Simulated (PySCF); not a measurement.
```yaml
atoms:
  - { symbol: C, position_ang: [0.6722, -0.2806, 1.5028] }
  - { symbol: C, position_ang: [0.2255, -0.2585, 0.0331] }
  - { symbol: C, position_ang: [1.3633, -0.6876, -0.8597] }
  - { symbol: C, position_ang: [2.4899, -0.0295, -1.0541] }
  - { symbol: F, position_ang: [2.7721, 1.1419, -0.4520] }
  - { symbol: C, position_ang: [-0.2774, 1.1477, -0.3469] }
  - { symbol: N, position_ang: [-1.6560, 1.2154, 0.0802] }
  - { symbol: Si, position_ang: [-2.4189, -0.3247, 0.0141] }
  - { symbol: N, position_ang: [-0.9123, -1.1299, -0.1855] }
  - { symbol: H, position_ang: [-0.1455, 0.0785, 2.1220] }
  - { symbol: H, position_ang: [1.5398, 0.3563, 1.6502] }
  - { symbol: H, position_ang: [0.9259, -1.2960, 1.8032] }
  - { symbol: H, position_ang: [1.2246, -1.6146, -1.3933] }
  - { symbol: H, position_ang: [3.2979, -0.3436, -1.6985] }
  - { symbol: H, position_ang: [0.3163, 1.9175, 0.1533] }
  - { symbol: H, position_ang: [-0.1766, 1.2853, -1.4328] }
  - { symbol: H, position_ang: [-2.1130, 2.0761, -0.1689] }
  - { symbol: H, position_ang: [-3.2390, -0.6639, -1.1533] }
  - { symbol: H, position_ang: [-3.1445, -0.5003, 1.2747] }
  - { symbol: H, position_ang: [-0.7496, -2.0785, 0.1084] }
```

Geometry: GFN2-xTB.

Method: PBE0/pcSseg-1, SCF density, gas phase, non-relativistic (PySCF 2.14.0).

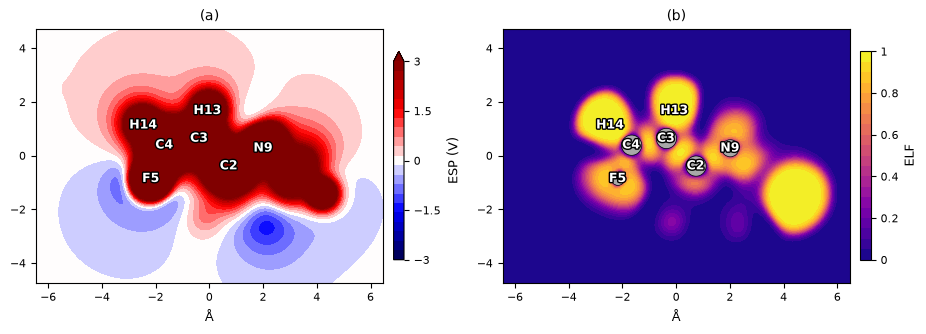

C$_{5}$H$_{11}$FN$_{2}$Si (SMILES C[C@]1(/C=C\F)CN[SiH2]N1). (a) electrostatic potential; (b) ELF on the plane of atoms C2, C3 and H13. Grey discs cover the atomic cores in the ELF map.

### Describe what can be read from this map.

The plane passes through C, F, N and H nuclei.
C–C (1.32 Å): the ELF peaks at about 0.90 between the atoms; a short, multiple covalent bond.
C–F (1.35 Å): the ELF peaks at about 0.85 between the atoms (a polar covalent bond).
C–N (1.45 Å): the ELF peaks at about 0.90 between the atoms (localised, covalent bonding).
C–C (1.51 Å): the ELF peaks at about 0.95 between the atoms: localised, covalent bonding.
C–H (1.08 Å): the ELF climbs to about 1 towards the hydrogen, as it does in any bond to H (a covalent bond by its length).
The ELF also peaks beside F5, away from the bonds: lone-pair regions.
Outside the dense part of the molecule the potential is most negative (−1.4 V) near N7, which lies off the plane.
